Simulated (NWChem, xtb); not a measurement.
## How methods differ on HCl (hydrogen chloride)

HCl has 2 atoms, charge 0, and is taken as a singlet. As SMILES, `Cl`. The coordinates come from a PBE0-D4/def2-TZVP relaxation.

```xyz
2

Cl    0.5460   -0.1785    0.2808
H    -0.5460    0.1785   -0.2808
```

Each level gives the mean polarisability (bohr³). The values are calculated.

**The experiment to reproduce.** NIST CCCBDB gives the mean polarisability of the gas as 17.0 bohr³.

```csv
level,kind,program,value (bohr³),computed − measured
GFN2-xTB,semi-empirical,xtb,17.3,+0.3
GFN0-xTB,semi-empirical,xtb,17.2,+0.2
CAM-B3LYP/MIDI!,range-separated hybrid,NWChem,7.6,-9.4
CAM-B3LYP/jorge-DZP,range-separated hybrid,NWChem,8.8,-8.2
CAM-B3LYP/jorge-TZP,range-separated hybrid,NWChem,12.1,-4.9
CAM-B3LYP/LANL2DZ (core potential),range-separated hybrid,NWChem,4.5,-12.5
CAM-B3LYP/MINI,range-separated hybrid,NWChem,3.7,-13.3
CAM-B3LYP/SBKJC-VDZ (core potential),range-separated hybrid,NWChem,4.7,-12.3
CAM-B3LYP/DGauss-DZVP,range-separated hybrid,NWChem,7.9,-9.1
```

Nearest: GFN0-xTB (+0.2 bohr³); farthest: CAM-B3LYP/MINI (-13.3 bohr³). Computed less measured by kind, in bohr³ (MIDI! rows): semi-empirical +0.2 to +0.3; range-separated hybrid -9.4.

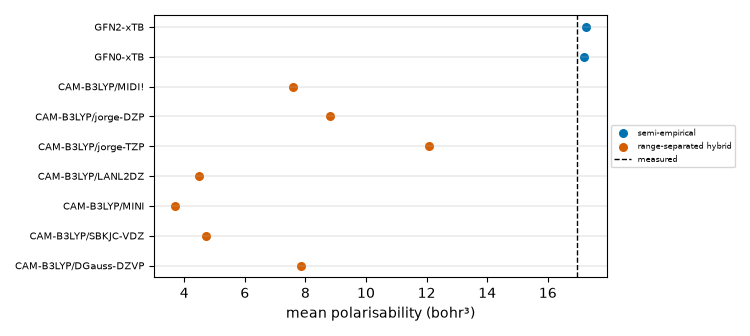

The values of the table, level by level.
